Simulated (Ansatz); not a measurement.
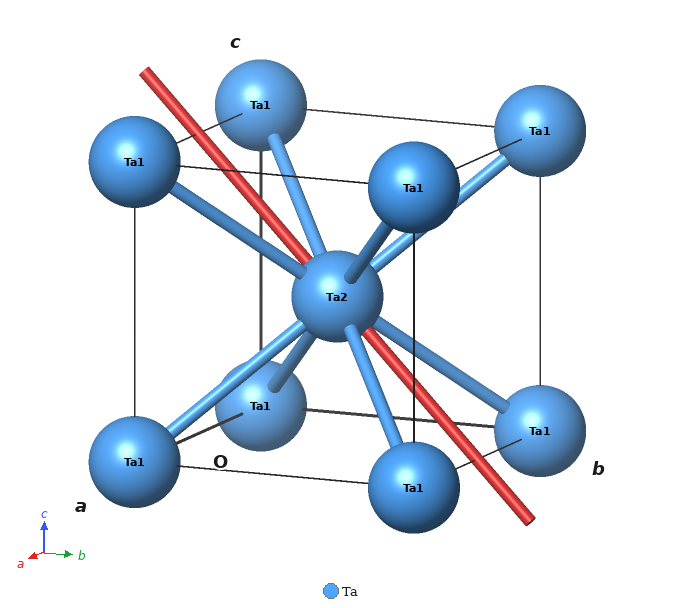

Crystal: Ta, the geometry relaxed with Ansatz, DFT, m-r2SCAN, plane waves (500 eV) with PAW, scalar-relativistic. The coloured rod is the axis of a symmetry operation of the crystal. All values are computed from the atomic coordinates in the standard setting (tolerance 0.002 Å).

a = 3.307 Å, b = 3.307 Å, c = 3.307 Å, α = 90.00°, β = 90.00°, γ = 90.00°.

```json
{"atom": "Ta1", "x": "0.0000", "y": "0.0000", "z": "0.0000"}
{"atom": "Ta2", "x": "0.5000", "y": "0.5000", "z": "0.5000"}
```

Take the operation x, y, z → −x+1, −z+1, −y+1.

Question: What kind of operation is it, and where does it lie?

Answer: It is a 2-fold rotation, about the line along [0 −1 1] through (1/2, 1/2, 1/2).

Question: Onto which atom does it carry each atom (up to whole multiples of a, b and c)?

Answer: Ta1 → Ta1, Ta2 → Ta2.
